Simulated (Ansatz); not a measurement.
# λ, α²F and ρ(T) of Pb(111) film of 4 layers, part 2 of 3

The plan: relax Pb(111) film of 4 layers, check its phonons, and, if the lattice is stable, compute its Eliashberg function and ρ(T).

Ansatz 0.2.0; DFT PBE, scalar-relativistic, plane waves, PAW; PAW set soft_1.

So far: The starting structure; Relaxation.

## (3) Relaxing tightly for phonons

Residual forces and stress shift phonon frequencies, so the cell is relaxed again, with tight thresholds and the mesh and smearing of this input.

The input, input.yaml:

```yaml
crystal:
  lattice:
    - [3.514426722, 0.0, 0.0]
    - [-1.757213361, 3.043582821, 0.0]
    - [0.0, 0.0, 40.9473019119]
  atoms:
    - { symbol: Pb, position: [0.0, 0.0, 0.1339492462] }
    - { symbol: Pb, position: [0.3333333333, 0.6666666667, 0.2017748192] }
    - { symbol: Pb, position: [0.6666666667, 0.3333333333, 0.2762456873] }
    - { symbol: Pb, position: [0.0, 0.0, 0.3440712603] }
  periodic: [true, true, false]
kpoints:
  mp_grid: { grid: [9, 9, 1] }
hamiltonian:
  xc: pbe
  pseudopotentials: { kind: paw, azcp: { folder: soft_1 } }
scf:
  occupations: { method: methfessel_paxton, width: 0.2 }
output:
  forces: true
  stress: true
  eigenvalues: true
relax:
  adjacent_minimum: "off"
  f_tol: 0.001
  max_steps: 60
  cell: { stress_2d_tol: 0.002 }
```

On the command line:

```sh
$ ansatz run input.yaml --threads 4 --pin off --max-ram 20480MiB --backend cpu --events-out ev --progress --plain --runs-dir out
```

Numbers of over 12 decimals in the logs are rounded to 6 here.

The log of the run:

```text
[the first part of the log is left out]
  E_aug_tail   = -0.000033  (compensation charges beyond the density's cutoff)
  E_ewald      = 81105.435179
  E_smearing   = -0.002497  (= −TS)
  E_closure    = 0.000000  (closes the sum)
  Σ components = -47635.011999   (vs F -47635.011999, Δ=0.00e0)
--- Forces (eV/Å), atoms counted from 1 ---
  atom   1  Pb     0.00000000    -0.00000000     0.00066430
  atom   2  Pb     0.00000000     0.00000000    -0.00094645
  atom   3  Pb     0.00000000    -0.00000000     0.00094645
[...]
P = ½ c Tr σ = -0.0013 N/m
--- Band table (eV; the first three rows and the last of 12) ---
[...]
° read free of the cell's end (the report's vacuum.weakly_bound_levels)
--- Relaxed structure (2 steps of the walk, 2 accepted, 1 SCFs on fresh bases) ---
[...]
cell:  # Å, volume = 438.0353 Å³
    - [3.514606, 0.0, 0]
    - [-1.757303, 3.043738, 0]
    - [0, 0, 40.9473019119]
  atoms:
    - { symbol: Pb, position: [0, 0, 0.133906] }
    - { symbol: Pb, position: [0.333333, 0.666667, 0.201750] }
    - { symbol: Pb, position: [0.666667, 0.333333, 0.276270] }
    - { symbol: Pb, position: [0, 0, 0.344115] }
```

It took 13 s on 4 threads of Arm Neoverse V1, shared host; peak memory 0.81 GiB; 47 s of CPU time.

Little changed from the start: no atom moved by 0.005 Å and no cell edge by 0.1 %.

## (4) Lattice stability: q 2×2×1, k 6×6×1

Before any scattering is computed, the phonons show whether the structure is a minimum.

The input, input.yaml:

```yaml
crystal:
  lattice:
    - [3.5146055303, 0.0, 0.0]
    - [-1.7573027651, 3.0437376735, 0.0]
    - [0.0, 0.0, 40.9473019119]
  atoms:
    - { symbol: Pb, position: [0.0, 0.0, 0.1339059504] }
    - { symbol: Pb, position: [0.3333333333, 0.6666666667, 0.2017504369] }
    - { symbol: Pb, position: [0.6666666667, 0.3333333333, 0.2762700696] }
    - { symbol: Pb, position: [0.0, 0.0, 0.3441145561] }
  periodic: [true, true, false]
kpoints:
  mp_grid: { grid: [6, 6, 1] }
hamiltonian:
  xc: pbe
  pseudopotentials: { kind: paw, azcp: { folder: soft_1 } }
scf:
  occupations: { method: methfessel_paxton, width: 0.2 }
output:
  eigenvalues: true
phonons:
  method: dfpt
  qmesh: [2, 2, 1]
  temperatures: { t_max: 1000, t_step: 50 }
  qpath:
    path:
      - [0.0, 0.0, 0.0]
      - [0.5, 0.0, 0.0]
      - [0.33333333, 0.33333333, 0.0]
      - [0.0, 0.0, 0.0]
    npoints: 10
```

The log of the run:

```text
Warning: crystal.symmetry: narrowed to the stabiliser of the run's FFT grids — unitary ops 12 → 6. A phonons.method: dfpt run fills in the rows of the dynamical matrix that it does not solve by its symmetry operations, which is exact only for operations that map its FFT grids onto themselves: filled in by any other, the frequencies could depend on the order in which like atoms are typed, or, by more than the grids' own error, on where the crystal sits among the grids' points. Excluded: 6 operations. The run can therefore solve more perturbations, solve them on more k-points, or both, and cost more. [rest of the remark cut]
[...]
Crystal: 4 atoms, lattice volume = 438.035 Å³
Basis set: ecut = 420 eV, 8531 PW (Γ), exchange–correlation on 48×48×576 points (8 copies of the dense FFT grid, shifted against one another)
Bands: 34, of which v1, the nominal top of the filled ones, is band 28 counted from 1 (27 counted from 0)
Symmetry: 12 space group operations
k-points: 7 of 36 (irreducible under 6 space group operations, time reversal used)
[...]
SCF iter  11: F=-47634.882214 eV  HF=-47634.882214 eV  |F-HF|=4.37e-11  |Δ(HF+E_count)|=  5.68e-10  S|Δr|=    0.00e0  Δρ=2.15e-8  dr2=2.93e-12  ethr=1.00e-12  ⟨swp⟩=16.7  Hψ=1986  notcnv=0
SCF 1 converged in 11 iterations: F = -47634.882214 eV  dr2 = 2.93e-12
[...]
phonons: the bands overlap, so this run is a metal and interpolates without the dipole-dipole term. If the crystal is really an insulator or semiconductor, its LO-TO splitting is missing
NSCF: frozen V_eff on 7 k-points
[...]
DFPT response loops at q = (0, 0, 0) (fractional): preconditioner auto → none (partly filled bands, converged f_vac=0.680); β = 0.50; Broyden in place of MSR1
[...]
SCF converged after 11 iterations
Stability not checked: this state was not tested for a lower state beside it, because cold or Methfessel-Paxton smearing, or corrected tetrahedra, fill the levels in a way that the test cannot read (fill_not_monotonic; see scf.lower_state_search)
Free energy (F): -47634.882214 eV
[...]
Internal energy: -47634.888179 eV  (E = F + TS)
E sigma→0 (E₀):  -47634.883705 eV
Entropy (-TS):   0.005965 eV (1.491 meV/atom)
Fermi energy:    -3.852296 eV
Step filling:    the computed levels leave a gap of 0.2378 eV = 1.2 smearing widths at the electron count; against every level under it full and every level over it empty, smearing changes F+E_penalty+E_count by +7.448 meV and its σ→0 estimate by +5.957 meV
[...]
--- Band table (eV; the first three rows and the last of 7) ---
  k-point 0: bands = [... 24 lower, -7.1988, -5.4125, -2.7872, -0.9042 (-0.9051°), -0.1410 (-0.1756°), 0.3798, 0.9593, 1.4243, ... 2 higher]
  k-point 1: bands = [... 24 lower, -6.6890, -4.9909, -2.6767, -1.5079 (-1.5079°), -1.2723 (-1.2723°), -0.5261 (-0.5266°), -0.0754 (-0.0765°), 0.2553 (0.2330°), ... 2 higher]
  k-point 2: bands = [... 24 lower, -5.8846, -5.6398, -5.1571, -4.3945, -3.7423, -2.8978, -1.2097, -0.9441, ... 2 higher]
  k-point 6: bands = [... 24 lower, -6.1416, -6.1416, -5.8657, -5.3234, -5.3234, -4.8553, -4.1143, -4.1143, ... 2 higher]
  ° read free of the cell's end (the report's vacuum.weakly_bound_levels)
--- Phonons (Γ-DFPT): 8 representative perturbations + reference (Σ response iterations 30) ---
  ASR residual: 1.515e-4 → 0.000e0 eV/Å²; symmetrization residual: 5.342e-5 eV/Å²
  The last average, over the group as it would stand without the narrowing to the FFT grids, took up to 6.047e-5 eV/Å² of the zone centre's force constants
  ASR residual per site (eV/Å²): 1.42e-4 1.29e-4 1.39e-4 1.51e-4
  Γ frequencies (cm⁻¹): 0.00 0.00 0.00 14.11 14.11 24.56 29.20 29.20 35.21 35.21 53.83 76.65
--- Phonons (arbitrary-q DFPT): 2 irreducible q on the 2×2×1 mesh ---
  q = [0.0000, 0.0000, 0.0000] (star 1, of the zone-centre solve; hermiticity 5.00e-5, symmetrization 4.64e-11, taken by the last average 2.83e-5): -0.00 -0.00 0.00 14.11 14.11 24.56 29.20 29.20 35.21 35.21 53.83 76.65
  q = [0.0000, -0.5000, 0.0000] (star 3, 12 solved perturbations on 13 of 36 k-point pairs; hermiticity 2.86e-5, symmetrization 9.29e-6, taken by the last average 4.49e-5): 30.71 30.97 34.41 35.41 39.92 44.11 45.28 49.85 62.09 66.97 75.23 79.59
  sum rule: each row above includes the acoustic sum rule's correction from the zone centre's row sums; it moved no ω² by more than (0.45 cm⁻¹)²
  mesh force constants: q→R imaginary residual 2.14e-17; ASR residual 1.515e-4 → 0.000e0 eV/Å²; symmetrization residual 1.443e-15 eV/Å²
  interpolated dispersion: 31 rows × 12 modes
  density of states and harmonic sums: on the 20×20×1 q-mesh, interpolated from the force constants of a 2×2×1 supercell (no non-analytic term)
  largest difference from the sums on the solved wave vectors: F 1.95e-1 eV, S 2.59e-4 and C_V 6.40e-5 eV/K
  zero-point energy: 0.033907 eV/cell   skipped modes (ω ≤ 0): 3   left out of the sums: 6.25e-4 of the cell's modes: C_V's classical limit lies that fraction below 3 k_B per atom; for a crystal, a wire or a layer, F and S can be off by more, and a phonons.interpolated_qmesh denser along its periods is the remedy for the sampling
```

Wall time 2 min (4 threads); peak memory 1.5 GiB.

In the SCF lines HF is the Harris–Foulkes energy and dr2 the Hartree energy of the density residual, in eV; the loop may stop once dr2 is under the threshold and the program's other checks hold. Hψ counts applications of the Hamiltonian.

This step gave:

| Item | Value |
| --- | --- |
| zero point energy | 0.03391 eV/cell |
| share of imaginary modes in the plain interpolation between solved wavevectors | 0 |
| highest frequency, solved or plainly interpolated | 79.6 cm⁻¹ |

Solved on the 2×2×1 mesh alone; all other wavevectors are interpolated. Phonon branches along the path, in cm⁻¹:

```tsv
point	branch 1	branch 2	branch 3	branch 4	branch 9	branch 10	branch 11	branch 12
Γ	0	0	0	14	35	35	54	77
M	31	31	34	35	62	67	75	80
K	36	41	41	45	63	63	63	70
Γ	0	0	0	14	35	35	54	77
```

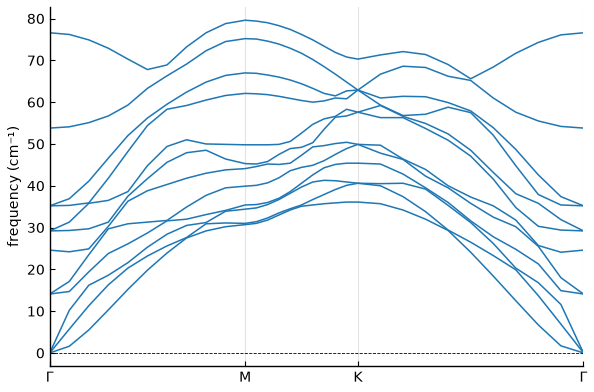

Phonon branches along the path.

Among the solved wavevectors the lowest mode, translations apart, is 14.1 cm⁻¹, so these are real on this k mesh.

## (5) Coupling and resistivity: q 2×2×1, k 6×6×1, scattering 8×8×1

A first run on coarse meshes.

input.yaml, as its differences from that of step 4:

```diff
@@ -31 +31,5 @@
     npoints: 10
+  electrical_resistivity:
+    mesh: [8, 8, 1]
+    temperatures: [20.0, 50.0, 77.0, 100.0, 150.0, 200.0, 300.0, 400.0, 600.0, 800.0]
+  electron_occupations: "off"
```

The log of the run:

```text
[...]
Crystal: 4 atoms, lattice volume = 438.035 Å³
Basis set: ecut = 420 eV, 8531 PW (Γ), exchange–correlation on 48×48×576 points (8 copies of the dense FFT grid, shifted against one another)
Bands: 34, of which v1, the nominal top of the filled ones, is band 28 counted from 1 (27 counted from 0)
Symmetry: 12 space group operations
k-points: 7 of 36 (irreducible under 6 space group operations, time reversal used)
[...]
SCF iter  11: F=-47634.882214 eV  HF=-47634.882214 eV  |F-HF|=4.37e-11  |Δ(HF+E_count)|=  5.68e-10  S|Δr|=    0.00e0  Δρ=2.15e-8  dr2=2.93e-12  ethr=1.00e-12  ⟨swp⟩=16.7  Hψ=1986  notcnv=0
SCF 1 converged in 11 iterations: F = -47634.882214 eV  dr2 = 2.93e-12
[...]
k-points: 7 of 36
[...]
SCF iter  11: F=-47634.882214 eV  HF=-47634.882214 eV  |F-HF|=3.64e-11  |Δ(HF+E_count)|=  5.68e-10  S|Δr|=    0.00e0  Δρ=2.17e-8  dr2=2.88e-12  ethr=1.00e-12  ⟨swp⟩=4.1  Hψ=712  notcnv=0
SCF 2 converged in 11 iterations: F = -47634.882214 eV  dr2 = 2.88e-12
[...]
SCF converged after 11 iterations
[...]
Free energy (F): -47634.882214 eV
[...]
Internal energy: -47634.888179 eV  (E = F + TS)
E sigma→0 (E₀):  -47634.883705 eV
Entropy (-TS):   0.005965 eV (1.491 meV/atom)
Fermi energy:    -3.852296 eV
[...]
--- Band table (eV; the first three rows and the last of 7) ---
  k-point 0: bands = [... 24 lower, -7.1988, -5.4125, -2.7872, -0.9042 (-0.9051°), -0.1410 (-0.1756°), 0.3798, 0.9593, 1.4243, ... 2 higher]
  k-point 1: bands = [... 24 lower, -6.6890, -4.9909, -2.6767, -1.5079 (-1.5079°), -1.2723 (-1.2723°), -0.5261 (-0.5266°), -0.0754 (-0.0765°), 0.2553 (0.2330°), ... 2 higher]
  k-point 2: bands = [... 24 lower, -5.8846, -5.6398, -5.1571, -4.3945, -3.7423, -2.8978, -1.2097, -0.9441, ... 2 higher]
  k-point 6: bands = [... 24 lower, -6.1416, -6.1416, -5.8657, -5.3234, -5.3234, -4.8553, -4.1143, -4.1143, ... 2 higher]
  ° read free of the cell's end (the report's vacuum.weakly_bound_levels)
[...]
ASR residual: 7.049e-6 → 0.000e0 eV/Å²; symmetrization residual: 4.675e-7 eV/Å²
[...]
ASR residual per site (eV/Å²): 6.87e-6 7.05e-6 6.97e-6 6.49e-6
[...]
--- Phonons (arbitrary-q DFPT): 2 irreducible q on the 2×2×1 mesh ---
[...]
interpolated dispersion: 31 rows × 12 modes
[...]
--- Electrical resistivity: potentials and phonons of a 2×2×1 supercell ---
  scattering by harmonic phonons alone, with no dipole-dipole term; scattering by other electrons, impurities, surfaces and spin disorder is left out, and so is spin–orbit coupling
  the resistivity is that of a variational response, whose dependence on the energy is improved iteratively
  tensors lie in the sheet's plane, the Hall coefficient along its normal; that, the resistivity and the plasma energy are of the whole cell, vacuum included; the cell is 40.947 Å high
  at the Fermi level of each mesh (of a tensor half of its trace):
           mesh   spin    states/(eV spin)  plasma energy (eV)         λ      λ_tr    ħω_log (meV)
          8×8×1                     0.8983              3.9521    1.0749    0.9025           4.532
          4×4×1                     0.7421              4.0400    0.8659    0.7333           4.917
  resistivity on the deck's mesh, µΩ·cm:
     T (K)       trace/2  mesh converged            xx            yy            zz    lowest order   relaxation time
     20.00      1.9636e0              no      1.9636e0      1.9636e0      0.0000e0        2.3470e0          2.3632e0
     50.00      9.6079e0              no      9.6079e0      9.6079e0      0.0000e0        1.0175e1          1.1018e1
     77.00      1.6114e1              no      1.6114e1      1.6114e1      0.0000e0        1.6898e1          1.8355e1
    100.00      2.1457e1              no      2.1457e1      2.1457e1      0.0000e0        2.2458e1          2.4392e1
    150.00      3.2828e1              no      3.2828e1      3.2828e1      0.0000e0        3.4327e1          3.7263e1
    200.00      4.4062e1              no      4.4062e1      4.4062e1      0.0000e0        4.6071e1          4.9981e1
    300.00      6.6383e1              no      6.6383e1      6.6383e1      0.0000e0        6.9426e1          7.5261e1
    400.00      8.8573e1              no      8.8573e1      8.8573e1      0.0000e0        9.2674e1          1.0039e2
    600.00      1.3268e2              no      1.3268e2      1.3268e2      0.0000e0        1.3898e2          1.5036e2
    800.00      1.7677e2              no      1.7677e2      1.7677e2      0.0000e0        1.8543e2          2.0027e2
  sheet resistance at 20 K: 4.795 Ω
  mean free path at 20 K (of a tensor half of its trace): 215 nm by what each carries, 168 by the Fermi surface alone
  Hall coefficient in a weak field at 20 K (along the normal): 5.986e-10 m³/C (how far it moves between the two finest meshes is not known); by each state's relaxation time: 5.406e-10 m³/C; by a constant relaxation time: 1.207e-10 m³/C
  sheet resistance at 50 K: 23.46 Ω
[...]
sheet resistance at 77 K: 39.35 Ω
[...]
sheet resistance at 100 K: 52.40 Ω
[...]
sheet resistance at 150 K: 80.17 Ω
[...]
sheet resistance at 200 K: 107.6 Ω
[...]
sheet resistance at 300 K: 162.1 Ω
[...]
sheet resistance at 400 K: 216.3 Ω
[...]
sheet resistance at 600 K: 324.0 Ω
[...]
sheet resistance at 800 K: 431.7 Ω
[...]
the resistivity times a path that all electrons share, by the Fermi surface of the deck's mesh alone (half of the trace): 3.306e-15 Ω·m²
  not converged in the mesh (λ; λ_tr; the resistivity at 20 K by 35.46 %; the resistivity at 50 K by 33.35 %; the resistivity at 77 K by 40.40 %; the resistivity at 100 K by 42.63 %; the resistivity at 150 K by 42.55 %; the resistivity at 200 K by 40.43 %; the resistivity at 300 K by 36.58 %; the resistivity at 400 K by 33.18 %; the resistivity at 600 K by 29.58 %; the resistivity at 800 K by 26.89 %): between neighb [...]
  vibrations of 4 cells: unjudged by the run; compare a larger repeat
  the changes of the potential over all sites missed a rigid shift's by 0.40 % (the site terms' by 0.23 %)
  between the force constants' wavevectors the phonons are obtained by Fourier interpolation alone: phonons.electron_occupations is off
```

Wall time 3.1 min (4 threads); peak memory 3.9 GiB; 12 min of CPU time.

This step gave:

| Property | Result |
| --- | --- |
| cell height | 40.95 Å |
| sheet resistance 300K | 162.1 Ω/square, mean in the plane |
| resistivity at 300 K | 66.38 μΩ cm, mean of the axes, of the whole cell with its vacuum |
| coupling constant λ | 1.075 |
| density of states at the Fermi level | 0.8983 states/eV a spin and cell |
| log mean phonon energy ħω_log | 4.532 meV |
| transport coupling constant λ_tr | 0.9025, 0.9025, 0 (xx, yy, zz) |
| Drude plasma energy | 3.952, 3.952, 0 eV (xx, yy, zz), of the whole cell with its vacuum |
| second-moment phonon energy ħω₂ | 5.306 meV, from the broadened α²F curve |

The Eliashberg function α²F has structure finer than the step of the table below, so its rows give means over 0.5 meV, whole bins alone (the curve runs from 0.039 to 9.83 meV). Peaks (meV: height): α²F 4.43: 0.703, 5.13: 0.533, 5.51: 0.493, 6.05: 0.602, 6.21: 0.627, 6.82: 0.634, 7.52: 0.724; α²F tr 4.43: 0.653, 5.51: 0.419, 6.05: 0.510, 6.21: 0.603, 6.82: 0.544, 7.52: 0.816, 8.60: 0.371.

Eliashberg function α²F against phonon energy; means over each step:

```tsv
phonon energy (meV)	α²F	α²F tr
0.5	0.00303	0.00197
1.0	0.0159	0.0102
1.5	0.0305	0.0175
2.0	0.0607	0.0295
2.5	0.110	0.0551
3.0	0.172	0.104
3.5	0.342	0.246
4.0	0.604	0.542
4.5	0.601	0.532
5.0	0.470	0.403
5.5	0.439	0.365
6.0	0.487	0.414
6.5	0.398	0.370
7.0	0.367	0.330
7.5	0.450	0.489
8.0	0.236	0.279
8.5	0.247	0.227
9.0	0.217	0.227
9.5	0.0809	0.0972
```

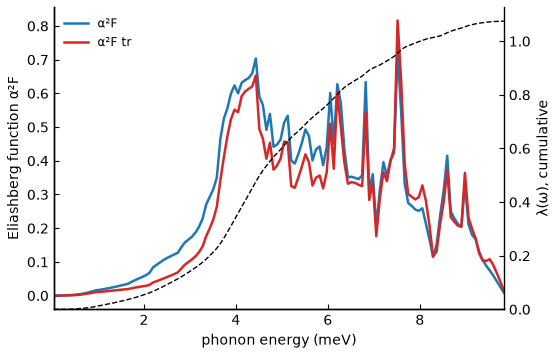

Eliashberg function α²F against phonon energy. The dashed line is the running λ.

Of the whole cell with its vacuum, so only the sheet resistance is a property of the layer; the means are those of the plane. Resistivity, by row:

```tsv
T (K)	ρ_xx (μΩ cm)	ρ_yy	ρ_zz	ρ by Ziman's lowest order, mean	ρ by relaxation times, mean	within 2 % of the coarser mesh
20	1.964	1.964	-	2.347	2.363	no
50	9.608	9.608	-	10.18	11.02	no
77	16.11	16.11	-	16.9	18.35	no
100	21.46	21.46	-	22.46	24.39	no
150	32.83	32.83	-	34.33	37.26	no
200	44.06	44.06	-	46.07	49.98	no
300	66.38	66.38	-	69.43	75.26	no
400	88.57	88.57	-	92.67	100.4	no
600	132.7	132.7	-	139	150.4	no
800	176.8	176.8	-	185.4	200.3	no
```

By its own test the run is not converged in the mesh. λ = 1.07 and 162 Ω per square at 300 K. The run's own test puts 37 % between its two finest meshes on the component of the resistivity at 300 K that moves most, so it is not converged. By the run's own test λ moves by 19 % between its two finest scattering meshes.

## (6) Resistivity: q 3×3×1, k 9×9×1, scattering 12×12×1

The next rung changes the q mesh, which sets the reach of the force constants and couplings; the k mesh of the density and its response; the scattering mesh, which samples the Fermi surface; the phonon self-energy between the q points, now taken in.

input.yaml, as its differences from that of step 5:

```diff
@@ -12,3 +12,3 @@
 kpoints:
-  mp_grid: { grid: [6, 6, 1] }
+  mp_grid: { grid: [9, 9, 1] }
 hamiltonian:
@@ -22,3 +22,3 @@
   method: dfpt
-  qmesh: [2, 2, 1]
+  qmesh: [3, 3, 1]
   temperatures: { t_max: 1000, t_step: 50 }
@@ -32,4 +32,3 @@
   electrical_resistivity:
-    mesh: [8, 8, 1]
+    mesh: [12, 12, 1]
     temperatures: [20.0, 50.0, 77.0, 100.0, 150.0, 200.0, 300.0, 400.0, 600.0, 800.0]
-  electron_occupations: "off"
```

The log of the run:

```text
[...]
Crystal: 4 atoms, lattice volume = 438.035 Å³
Basis set: ecut = 420 eV, 8531 PW (Γ), exchange–correlation on 48×48×576 points (8 copies of the dense FFT grid, shifted against one another)
Bands: 34, of which v1, the nominal top of the filled ones, is band 28 counted from 1 (27 counted from 0)
Symmetry: 12 space group operations
[...]
sheet resistance at 300 K: 162.7 Ω
[...]
sheet resistance at 400 K: 217.1 Ω
[...]
sheet resistance at 600 K: 324.7 Ω
[...]
sheet resistance at 800 K: 432.1 Ω
[...]
vibrations of 9 cells: unjudged by the run; compare a larger repeat
[...]
at the force constants' own smearing the fine mesh and the k-points of their solves give squared frequencies that differ by 56.2 % of the larger at the most, at (0, 0.3333, 0)
[key lines of the parts left out:]
SCF converged after 11 iterations
Free energy (F): -47635.011999 eV
Fermi energy:    -3.857448 eV
```

It took 13 min on 4 threads; peak memory 8.3 GiB.

This step gave:

```yaml
zero_point_energy: 0.03547 eV/cell
highest_frequency_solved_or_plainly_interpolated: 81.1 cm⁻¹
sheet_resistance_300k: 162.7 Ω/square, mean in the plane
resistivity_at_300_k: 66.62 μΩ cm, mean of the axes, of the whole cell with its vacuum
coupling_constant_lambda: 1.104
density_of_states_at_the_fermi_level: 0.9936 states/eV a spin and cell
log_mean_phonon_energy_omega_log: 4.78 meV
transport_coupling_constant_lambda_tr: 0.9723, 0.9723, 0 (xx, yy, zz)
drude_plasma_energy: 4.08, 4.08, 0 eV (xx, yy, zz), of the whole cell with its vacuum
second_moment_phonon_energy_omega: 5.679 meV, from the broadened α²F curve
```

The run reports squared frequencies that differ by up to 56 % between the solve mesh and the fine mesh. By its own test the run is not converged in the mesh. λ = 1.10 and 163 Ω per square at 300 K, against 1.07 and 162 in the run with q 2×2×1, k 6×6×1, scattering 8×8×1 (+2.7 % and +0.4 %).

[end of part 2 of 3]

[Logs are printed without paths, hosts, clocks, repeated set-up lines and the standing remarks that a program may print on its own settings, such as how far it seeks lower states.]

[Hosts, paths, dates, database ids (printed as entryN), source tags and the programs' standing remarks are cut or masked in the printed files.]
